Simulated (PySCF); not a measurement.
H9BSi3, SMILES [SiH3][SiH2][SiH2]B at its GFN2-xTB optimised geometry (Å):

```
13

B      2.5952    -1.6176     0.0000
Si     0.6629    -1.6176     0.0000
Si    -0.1169     0.5949     0.0000
Si    -2.2514     0.9258    -0.8307
H      3.2048    -1.5646    -0.9994
H      3.2117    -1.5727     0.9952
H      0.0020    -2.2592    -1.1551
H     -0.0069    -2.2710     1.1413
H     -0.0179     1.1451     1.3633
H      0.8292     1.4489    -0.7434
H     -2.7887     2.2710    -0.6048
H     -2.3028     0.7106    -2.2795
H     -3.2117    -0.0048    -0.2324
```

Level of theory: B3LYP/def2-TZVP in PySCF.

Map of the deformation density (molecule minus spherical neutral atoms) (e/bohr³) on the plane z = 0.6 Å:

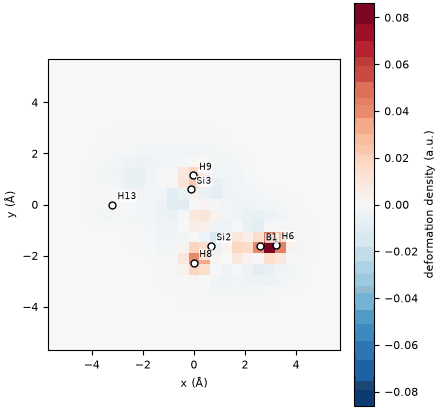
Deformation density (molecule minus spherical neutral atoms) (e/bohr³) on the plane z = 0.6 Å.
